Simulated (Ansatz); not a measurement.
# C2H9ClOSi2 (SMILES CCO[SiH2][SiH2]Cl): what the fields show

Input file:

```
crystal:
  periodic: [false, false, false]
  atoms:
    - { symbol: C, position_ang: [0.575, -2.7366, -0.2045] }
    - { symbol: C, position_ang: [1.0392, -1.2695, -0.1299] }
    - { symbol: O, position_ang: [-0.1094, -0.3907, -0.0432] }
    - { symbol: Si, position_ang: [-1.60856, -1.19163, -0.08016] }
    - { symbol: Si, position_ang: [-3.27729, 0.47302, 0.06395] }
    - { symbol: Cl, position_ang: [-5.15701, -0.40785, 0.02669] }
    - { symbol: H, position_ang: [-0.0998, -2.8102, -1.083] }
    - { symbol: H, position_ang: [-0.0318, -2.9232, 0.6608] }
    - { symbol: H, position_ang: [1.3583, -3.3851, -0.2525] }
    - { symbol: H, position_ang: [1.6879, -1.1668, 0.7782] }
    - { symbol: H, position_ang: [1.6184, -1.0378, -1.0071] }
    - { symbol: H, position_ang: [-1.7424, -1.93755, -1.34286] }
    - { symbol: H, position_ang: [-1.73519, -2.02498, 1.08893] }
    - { symbol: H, position_ang: [-3.26634, 1.43279, -1.12533] }
    - { symbol: H, position_ang: [-3.19275, 1.26793, 1.30361] }
basis:
  gaussian: { orbitals: def2-SVP }
hamiltonian:
  xc: b3lyp
relax:
  f_tol: 0.015
  max_steps: 40
output:
  orbitals: {}
```

Run with:

```sh
ansatz run input.yaml --threads 2 --pin off --max-ram 3072MiB --backend cpu --events-out ev --progress --plain --runs-dir out
```

The fields are those of the relaxed geometry.

All numbers below come from RKS B3LYP/def2-SVP in Ansatz 0.2.0.

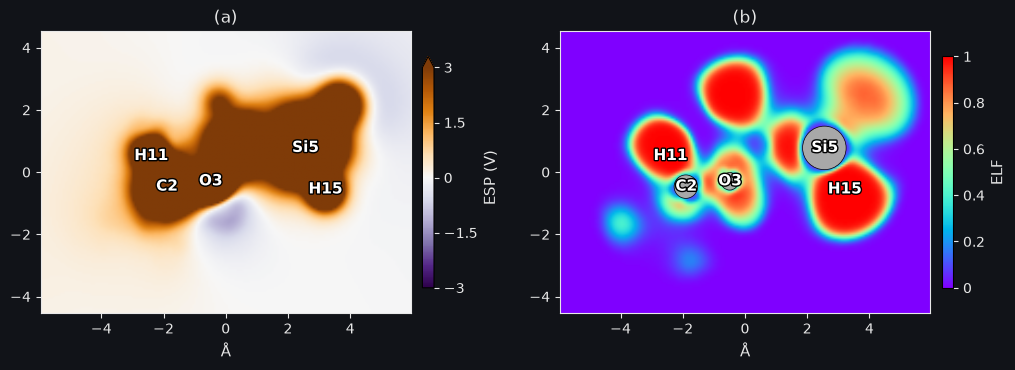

Figure 1. (a) electrostatic potential; (b) electron localisation function on the plane of atoms O3, C2 and H11. Grey discs cover the atomic cores in the ELF map.

### What do the fields say about this system?

- The plane passes through C, O, Si and H nuclei.
- C–O (1.42 Å): the ELF peaks at about 0.90 between the atoms: a shared but strongly polarised pair.
- C–H (1.11 Å): the ELF climbs to about 1 towards the hydrogen, as it does in any bond to H (an ordinary covalent bond to hydrogen).
- Si–H (1.49 Å): the ELF climbs to about 1 towards the hydrogen.
- The ELF also peaks beside O3 and Cl6, away from the bonds: lone-pair regions.
- Outside the dense part of the molecule the potential is most negative (−1.3 V) near O3.

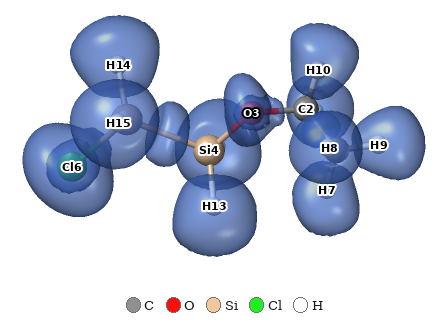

Figure 2. Isosurface of the ELF at 0.75 (blue), seen at a tilt. Core shells and regions of very low density are left out.

### Identify the bonds, lone pairs and shells in this picture.

The surface consists of one region between bonded C–C atoms (shared pairs), one region between bonded Si–Si atoms (shared pairs), nine regions around hydrogen nuclei, one region on Cl in which the atom's valence shell and bonds are merged and one region on O in which the atom's valence shell and bonds are merged. Profiles from the grid: C–C (1.52 Å): the ELF peaks at about 0.95 between the atoms, as expected for a covalent bond.

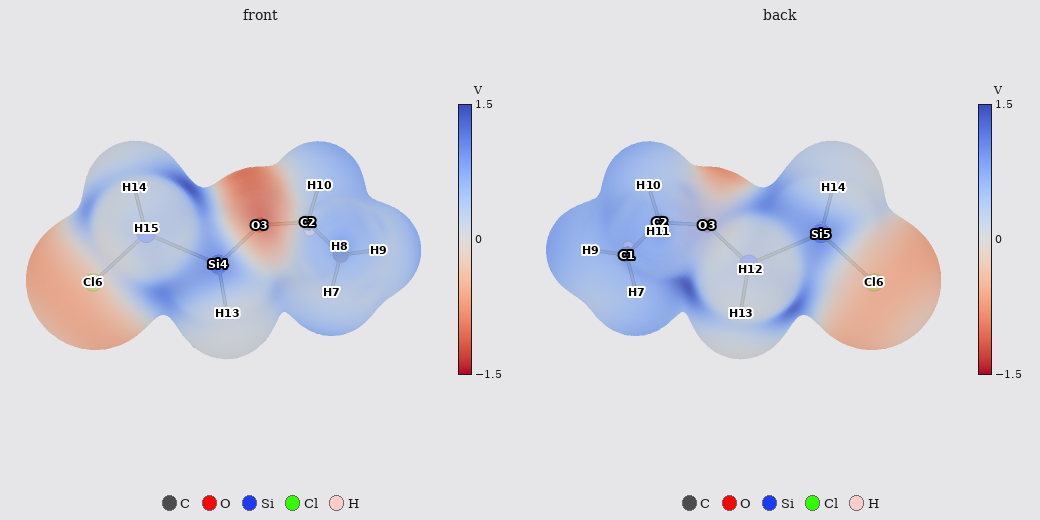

Figure 3. The electrostatic potential painted on the density surface at 0.002 e/bohr³, seen from the front and from behind; the colour scale runs from red (negative) to blue (positive).

### Which sites attract a positive test charge, and which a negative one?

A positive charge is drawn to the negative regions and a negative charge to the positive ones. The most negative region (about −1.0 V) lies over O3, the most positive (about +1.4 V) over Si4 and Si5. O3 is the likeliest acceptor of a hydrogen bond.
